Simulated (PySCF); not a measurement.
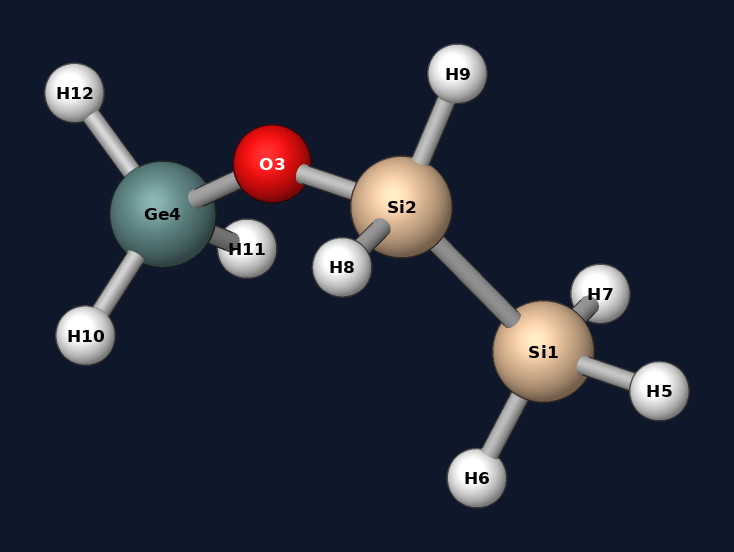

The geometry was computed by an optimisation with GFN2-xTB. No frequency run is at hand to confirm it as a minimum. Level of theory: GIAO PBE0/pcSseg-1 NMR shielding, non-relativistic, gas phase (PySCF 2.14.0). Principal shieldings σ11 ≤ σ22 ≤ σ33, span Ω = σ33 − σ11, skew κ = 3(σiso − σ22)/Ω.

Which Si atom has the most anisotropic shielding?

Answer. Si2, with a span of 165 ppm.

Give the shielding tensors of the Si atoms.

```
atom    σ11    σ22    σ33   σiso      Ω      κ
 Si1  459.9  477.9  483.3  473.7   23.4  −0.54
 Si2  300.4  342.3  465.1  369.3  164.6   0.49
```

Shieldings and span in ppm.

The geometry is semi-empirical. Around Ge, Si such bond lengths and angles can be off by a tenth of an ångström or more and by several degrees, and values that hang on the shape move with them.
